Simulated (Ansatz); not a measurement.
Geometry relaxation of AlPH5Cl (part 2 of 2)

AlPH5Cl; RKS PBE/def2-SVP (Ansatz 0.2.0). It belongs to a series of runs on one base structure; here: end point B relaxed.

Geometry of the input (Å):
```
Al 0.0947  -0.5535  -0.3626
Cl -0.0905  0.2944  2.9495
H  1.4487  0.2550  -0.6224
H  -1.3361  -0.0179  -0.8332
P  0.1975  -2.5841  0.7129
H  -0.7012  -3.3322  -0.1209
H  1.4143  -3.0809  0.1360
H  -0.0583  -1.0418  2.8125
```

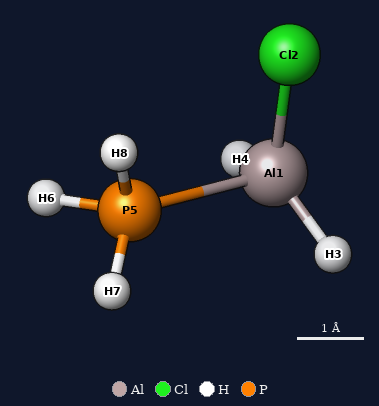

Fig. 1: The geometry at step 19 of the log (ball-and-stick view, seen at a tilt; atoms are numbered from 1 in the order of the input).

## Trajectory as extended XYZ, continued
```
8
Properties=species:S:1:pos:R:3:forces:R:3 step=9 energy=-28467.32664
Al    0.0824   -0.3722   -0.0893   -0.0103   0.0780  -0.0035
Cl   -0.1336    0.1637    2.4199   -0.0115   0.1457   0.0210
H     1.4560    0.3473   -0.4770    0.0107  -0.0169   0.0077
H    -1.3430    0.0847   -0.6495   -0.0073  -0.0201  -0.0006
P     0.2301   -2.5867    0.8103    0.0001  -0.0556  -0.0639
H    -0.7362   -3.3489    0.0750    0.0151   0.0074   0.0361
H     1.4180   -3.1418    0.2322   -0.0112   0.0001   0.0264
H    -0.0047   -1.2072    2.3503    0.0144  -0.1384  -0.0232
8
Properties=species:S:1:pos:R:3:forces:R:3 step=10 energy=-28467.34661
Al    0.0776   -0.2974   -0.0725   -0.0448   0.2260   0.0049
Cl   -0.1452    0.0927    2.3890   -0.0477   0.4322   0.0284
H     1.4524    0.4131   -0.4815   -0.0004  -0.0765   0.0274
H    -1.3385    0.1375   -0.6805    0.0210  -0.0738   0.0253
P     0.2405   -2.5296    0.8045   -0.0243  -0.2846  -0.2890
H    -0.7611   -3.3690    0.2037    0.0913   0.1040   0.1087
H     1.4180   -3.1775    0.3039   -0.0453   0.0402   0.0854
H     0.0252   -1.3309    2.2053    0.0502  -0.3674   0.0090
8
Properties=species:S:1:pos:R:3:forces:R:3 step=11 energy=-28467.38932
Al    0.0687   -0.2518   -0.0595   -0.0233   0.2231   0.0837
Cl   -0.1487    0.0946    2.3669   -0.0259   0.2568  -0.0335
H     1.4529    0.4355   -0.4744   -0.0081  -0.0753   0.0082
H    -1.3465    0.1516   -0.6898    0.0285  -0.0782   0.0192
P     0.2451   -2.5133    0.7702   -0.0082  -0.0464  -0.0901
H    -0.7722   -3.3748    0.2428    0.0592   0.0492   0.0968
H     1.4244   -3.2083    0.3441   -0.0678   0.0509   0.0810
H     0.0454   -1.3946    2.1715    0.0455  -0.3801  -0.1654
8
Properties=species:S:1:pos:R:3:forces:R:3 step=12 energy=-28467.50590
Al    0.0642   -0.1699   -0.0409   -0.0930   0.3457   0.1781
Cl   -0.1556    0.0577    2.3239   -0.1241   0.8530   0.0520
H     1.4586    0.4864   -0.4706   -0.0067  -0.1110  -0.0149
H    -1.3454    0.1917   -0.7082    0.0473  -0.0934  -0.0025
P     0.2499   -2.4659    0.7259   -0.1329  -0.4574  -0.2668
H    -0.7887   -3.4053    0.3649    0.2345   0.2637   0.1358
H     1.4227   -3.2320    0.4066   -0.1102   0.1012   0.1520
H     0.0633   -1.5238    2.0703    0.1852  -0.9016  -0.2337
8
Properties=species:S:1:pos:R:3:forces:R:3 step=13 energy=-28467.83220
Al    0.0466   -0.1081    0.0063   -0.0783   0.6743   0.2420
Cl   -0.1679    0.1300    2.2909   -0.0845   0.6353  -0.1396
H     1.4397    0.5173   -0.4870   -0.0148  -0.2009  -0.0099
H    -1.3423    0.2275   -0.7259    0.0631  -0.2009   0.0079
P     0.2512   -2.4605    0.6843    0.0705   0.1302  -0.1021
H    -0.7881   -3.3960    0.4021   -0.0263  -0.0125   0.1765
H     1.4219   -3.2634    0.4819   -0.0915   0.0803   0.1990
H     0.1079   -1.7079    2.0192    0.1618  -1.1059  -0.3738
8
Properties=species:S:1:pos:R:3:forces:R:3 step=14 energy=-28468.17554
Al    0.0368   -0.0343    0.0419   -0.0879   0.6957   0.2325
Cl   -0.1798    0.2163    2.2645   -0.0642   0.5039  -0.1945
H     1.4388    0.5250   -0.4991    0.0033  -0.1947  -0.0167
H    -1.3394    0.2342   -0.7375    0.0488  -0.1988  -0.0078
P     0.2522   -2.4393    0.6520   -0.0653  -0.0406  -0.4522
H    -0.7873   -3.4010    0.4397    0.0559   0.0574   0.1619
H     1.4134   -3.2632    0.5218   -0.0190   0.0269   0.1682
H     0.1342   -1.8987    1.9887    0.1284  -0.8498   0.1086
8
Properties=species:S:1:pos:R:3:forces:R:3 step=16 energy=-28468.54498
Al    0.0090    0.1445    0.0986    0.0413  -0.0229  -0.2593
Cl   -0.2333    0.4239    2.2269   -0.0617   0.3141   0.1204
H     1.4528    0.4775   -0.5199   -0.0549  -0.0142   0.0742
H    -1.3265    0.1942   -0.7893    0.0367  -0.0143   0.0694
P     0.2415   -2.3887    0.6213    0.1406  -0.3472   0.8444
H    -0.7863   -3.3866    0.4563    0.1553   0.1482  -0.0342
H     1.4004   -3.2518    0.4956   -0.2916   0.2172  -0.0778
H     0.2113   -2.2740    2.0825    0.0344  -0.2810  -0.7371
8
Properties=species:S:1:pos:R:3:forces:R:3 step=17 energy=-28468.60621
Al    0.0111    0.1338    0.0769   -0.0914   0.1450   0.7572
Cl   -0.2869    0.5725    2.2536    0.0844  -0.0680  -0.8110
H     1.4645    0.4685   -0.5130   -0.0404  -0.0557   0.0538
H    -1.3124    0.1681   -0.8276    0.0423  -0.0589   0.0578
P     0.2425   -2.3879    0.7023    0.0169   0.0350   0.1234
H    -0.7958   -3.3429    0.4431    0.0687   0.0413   0.0046
H     1.3784   -3.2146    0.4016   -0.1044   0.0442  -0.0003
H     0.2676   -2.4586    2.1350    0.0239  -0.0828  -0.1855
8
Properties=species:S:1:pos:R:3:forces:R:3 step=18 energy=-28468.29976 accepted=F
Al    0.0042    0.2035    0.0946   -0.0007  -0.0640  -0.3431
Cl   -0.2839    0.5136    2.1962   -0.0740   0.2619   0.2769
H     1.4471    0.5433   -0.5252   -0.0480  -0.0695   0.1052
H    -1.3111    0.2388   -0.8366    0.1037  -0.0855   0.1358
P     0.2545   -2.3528    0.7114   -0.2604  -0.7575  -3.3295
H    -0.8048   -3.3644    0.5448    0.4917   0.5562  -0.3038
H     1.3776   -3.2554    0.4982   -0.3074   0.3039  -0.3515
H     0.2854   -2.5875    1.9884    0.0951  -0.1455   3.8099
8
Properties=species:S:1:pos:R:3:forces:R:3 step=19 energy=-28468.65864
Al    0.0076    0.1405    0.1100   -0.0295   0.0718   0.2263
Cl   -0.3167    0.6496    2.2076    0.0154   0.0027  -0.2461
H     1.4718    0.4430   -0.4680   -0.0264  -0.0343   0.0225
H    -1.3013    0.1272   -0.8151    0.0359  -0.0383   0.0254
P     0.2438   -2.3758    0.7100    0.0041  -0.0069   0.0802
H    -0.8017   -3.3173    0.4457    0.0100   0.0207  -0.0094
H     1.3568   -3.2035    0.3504   -0.0297   0.0232  -0.0217
H     0.3087   -2.5248    2.1314    0.0201  -0.0390  -0.0772
8
Properties=species:S:1:pos:R:3:forces:R:3 step=20 energy=-28468.67412
Al    0.0094    0.1455    0.1341   -0.0354   0.0217   0.0926
Cl   -0.3742    0.7264    2.1888    0.0067  -0.0146  -0.1257
H     1.4887    0.4262   -0.4128   -0.0123  -0.0168   0.0136
H    -1.2715    0.0752   -0.8255    0.0232   0.0004   0.0075
P     0.2404   -2.3718    0.7157    0.0183   0.0070   0.0661
H    -0.8278   -3.2940    0.4781    0.0045   0.0248  -0.0027
H     1.3232   -3.1962    0.2693   -0.0246   0.0144  -0.0120
H     0.3809   -2.5723    2.1241    0.0195  -0.0368  -0.0393
8
Properties=species:S:1:pos:R:3:forces:R:3 step=21 energy=-28468.68796
Al    0.0105    0.1429    0.1441    0.0079  -0.0171  -0.0049
Cl   -0.4832    0.7348    2.1603   -0.0232   0.0212   0.0072
H     1.5134    0.4243   -0.3317   -0.0013   0.0047   0.0076
H    -1.2157    0.0443   -0.8809    0.0119   0.0016  -0.0057
P     0.2499   -2.3577    0.7359    0.0019  -0.0260   0.0053
H    -0.8759   -3.2271    0.5778    0.0167   0.0161   0.0175
H     1.2462   -3.2057    0.1521   -0.0329   0.0105   0.0004
H     0.5238   -2.6169    2.1143    0.0190  -0.0109  -0.0275
8
Properties=species:S:1:pos:R:3:forces:R:3 step=22 energy=-28468.69361
Al    0.0173    0.1380    0.1605   -0.0104   0.0325  -0.0395
Cl   -0.6258    0.7557    2.1301    0.0035  -0.0360  -0.0491
H     1.5459    0.4447   -0.2220   -0.0422  -0.0109   0.0292
H    -1.1343    0.0090   -0.9525    0.0505   0.0057   0.0419
P     0.2535   -2.3519    0.7437    0.1370  -0.3907   0.0847
H    -0.9332   -3.1718    0.7233    0.2278   0.1334   0.0426
H     1.1371   -3.2367    0.0059   -0.2653   0.2322   0.2108
H     0.7087   -2.6481    2.0829   -0.1010   0.0337  -0.3207
8
Properties=species:S:1:pos:R:3:forces:R:3 step=23 energy=-28468.70253
Al    0.0150    0.1437    0.1532    0.0190  -0.0209   0.0100
Cl   -0.6391    0.7515    2.1190   -0.0220   0.0018  -0.0112
H     1.5500    0.4373   -0.2046   -0.0245   0.0087   0.0020
H    -1.1251    0.0060   -0.9666    0.0327   0.0085   0.0165
P     0.2530   -2.3447    0.7539    0.1074  -0.2188   0.0431
H    -0.9236   -3.1638    0.7487    0.0605   0.0522   0.0243
H     1.1108   -3.2204   -0.0032   -0.1243   0.1081   0.0963
H     0.7280   -2.6706    2.0715   -0.0487   0.0603  -0.1809
8
Properties=species:S:1:pos:R:3:forces:R:3 step=25 energy=-28468.71316 accepted=F
Al    0.0434    0.1084    0.1281   -0.0059   0.2083   0.0682
Cl   -0.8588    0.5636    2.0536    0.0463  -0.0656  -0.0867
H     1.5856    0.5443   -0.0261   -0.0941  -0.0835  -0.0096
H    -0.9753    0.0477   -1.1103    0.0550  -0.0518   0.0253
P     0.2758   -2.3482    0.7304   -0.1775  -0.2521   0.0799
H    -0.9615   -3.0136    1.0725    0.3207   0.1446  -0.0816
H     0.8540   -3.3615   -0.1160   -0.0732   0.1106   0.1474
H     1.0058   -2.6017    1.9397   -0.0713  -0.0106  -0.1429
8
Properties=species:S:1:pos:R:3:forces:R:3 step=26 energy=-28468.71984
Al    0.0342    0.1338    0.1397    0.0014  -0.0173   0.0251
Cl   -0.7999    0.6040    2.0835    0.0123  -0.0029  -0.0474
H     1.5802    0.4962   -0.0813   -0.0313   0.0136   0.0071
H    -1.0111    0.0138   -1.0684    0.0131   0.0222   0.0063
P     0.2664   -2.3365    0.7330   -0.0195  -0.0931   0.0229
H    -0.9520   -3.0496    0.9777    0.0770   0.0440  -0.0018
H     0.9249   -3.3141   -0.0850   -0.0337   0.0345   0.0365
H     0.9263   -2.6086    1.9728   -0.0193  -0.0012  -0.0486
8
Properties=species:S:1:pos:R:3:forces:R:3 step=27 energy=-28468.72041
Al    0.0405    0.1220    0.1387   -0.0144   0.1193   0.0075
Cl   -0.8655    0.5860    2.0539    0.0380  -0.0510  -0.0536
H     1.5801    0.5384   -0.0347   -0.0275  -0.0483   0.0215
H    -0.9626    0.0430   -1.1079    0.0072  -0.0391   0.0140
P     0.2727   -2.3490    0.7309   -0.0795  -0.0813   0.0491
H    -0.9472   -3.0218    1.0718    0.1031   0.0636  -0.0262
H     0.8455   -3.3598   -0.1094   -0.0098   0.0370   0.0224
H     1.0054   -2.6198    1.9287   -0.0172  -0.0001  -0.0348
8
Properties=species:S:1:pos:R:3:forces:R:3 step=28 energy=-28468.72234
Al    0.0396    0.1301    0.1364   -0.0026   0.0102   0.0128
Cl   -0.8613    0.5692    2.0582    0.0203  -0.0100  -0.0378
H     1.5850    0.5223   -0.0311   -0.0268  -0.0047   0.0089
H    -0.9641    0.0272   -1.1075    0.0056   0.0051   0.0086
P     0.2697   -2.3408    0.7296   -0.0412  -0.0312   0.0275
H    -0.9482   -3.0120    1.0699    0.0627   0.0305  -0.0156
H     0.8458   -3.3483   -0.1106   -0.0078   0.0089   0.0165
H     1.0024   -2.6088    1.9271   -0.0103  -0.0089  -0.0209
8
Properties=species:S:1:pos:R:3:forces:R:3 step=29 energy=-28468.72266
Al    0.0391    0.1306    0.1349    0.0015  -0.0007   0.0001
Cl   -0.8630    0.5671    2.0530   -0.0030   0.0022   0.0048
H     1.5820    0.5248   -0.0270    0.0027   0.0012  -0.0001
H    -0.9620    0.0295   -1.1101   -0.0008  -0.0022  -0.0016
P     0.2710   -2.3405    0.7321   -0.0010   0.0006  -0.0054
H    -0.9446   -3.0075    1.0747    0.0014   0.0004   0.0006
H     0.8398   -3.3490   -0.1106   -0.0010  -0.0012   0.0033
H     1.0068   -2.6160    1.9248    0.0003  -0.0003  -0.0018
```

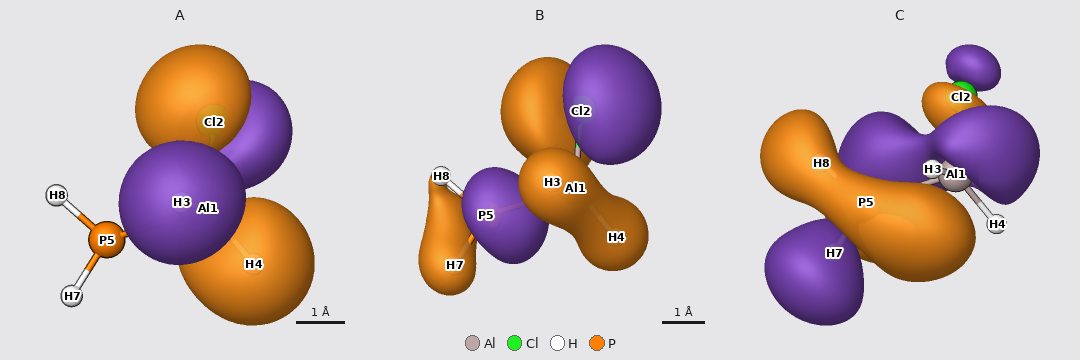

Fig. 2: Three frontier orbitals at ±0.06 Å⁻³ᐟ² (orange and purple are the two phases). B is the HOMO−1 (−6.80 eV). A is the HOMO (−6.38 eV). It lies mainly on Cl2 (45 %), Al1 (20 %), H3 (20 %) and H4 (20 %). C is the LUMO (−1.20 eV). Its weight (Hirshfeld) is mainly on P5 (45 %), Al1 (15 %) and H7 (15 %). The HOMO–LUMO gap is 5.18 eV between the orbital energies.

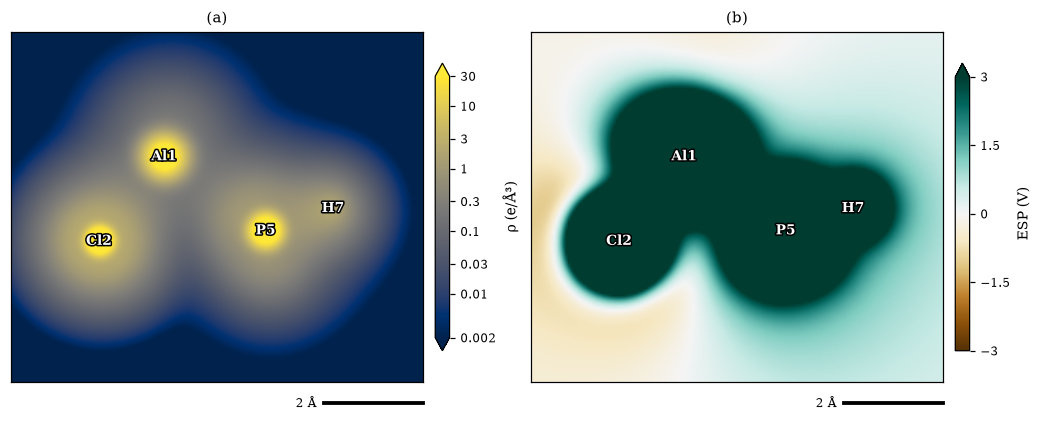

Fig. 3: (a) electron density; (b) molecular electrostatic potential on the plane of atoms Cl2, Al1 and P5. Atoms in the plane: Al, Cl, P and H. Al–Cl (2.16 Å): ρ is about 0.62 e/Å³ halfway. P–H (1.43 Å): ρ at the midpoint is about 1.1 e/Å³.

## Summary

| quantity | value |
| --- | --- |
| outcome | converged |
| total energy | −28468.7227 eV |
| mean-field energy | −28468.7227 eV |
| largest force (length of the vector) at the end | 0.006 eV/Å |
| wall time | 70 s |
| peak memory | 0.14 GiB |
